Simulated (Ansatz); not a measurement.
System KCl (space group Fm-3m, No. 225); source of the atomic positions: the end point of a relaxation with DFT, PBE, plane waves, PAW in Ansatz; the starting structure was generated, so it need not be a known form of this composition.

```cif
data_structure
_symmetry_space_group_name_H-M 'P 1'
_symmetry_Int_Tables_number 1
_cell_length_a 6.3783
_cell_length_b 6.3783
_cell_length_c 6.3783
_cell_angle_alpha 90.000
_cell_angle_beta 90.000
_cell_angle_gamma 90.000
_cell_volume 259.49
loop_
_atom_site_label
_atom_site_type_symbol
_atom_site_fract_x
_atom_site_fract_y
_atom_site_fract_z
_atom_site_occupancy
K1 K 0.00000 0.00000 0.00000 1
Cl1 Cl 0.50000 0.00000 0.00000 1
K2 K 0.00000 0.50000 0.50000 1
Cl2 Cl 0.50000 0.50000 0.50000 1
K3 K 0.50000 0.00000 0.50000 1
Cl3 Cl 0.00000 0.00000 0.50000 1
K4 K 0.50000 0.50000 0.00000 1
Cl4 Cl 0.00000 0.50000 0.00000 1
```

Describe the stacking along [111], with columns A (0, 0), B (1/3, 2/3), C (2/3, 1/3) of the hexagonal mesh spanned by (a − b)/2 and (b − c)/2.

K(A) – Cl(C) – K(B) – Cl(A) – K(C) – Cl(B) (six layers in 11.05 Å).

Cl layers alone: CAB, the cubic close-packed type.

K: three octahedral sites in each hexagonal cell.

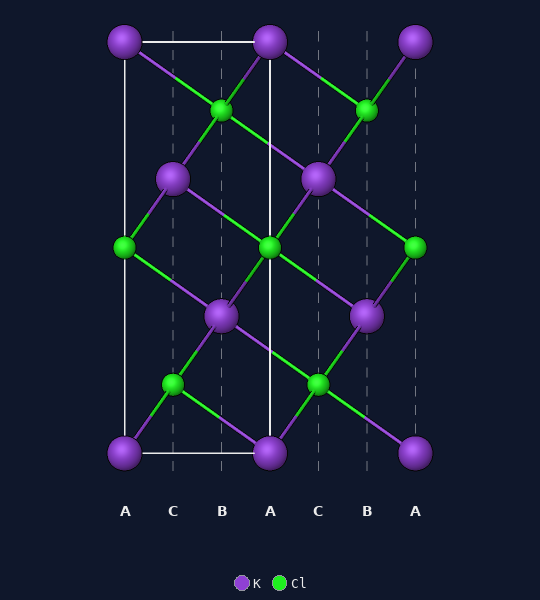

Projection along an edge of the hexagonal mesh, stacking direction [111] upwards. The dashed lines mark the three columns A (0, 0), B (1/3, 2/3) and C (2/3, 1/3). The box is the hexagonal cell of the face-centred cubic lattice. The sequence starts with the first layer at or above the cell's origin.
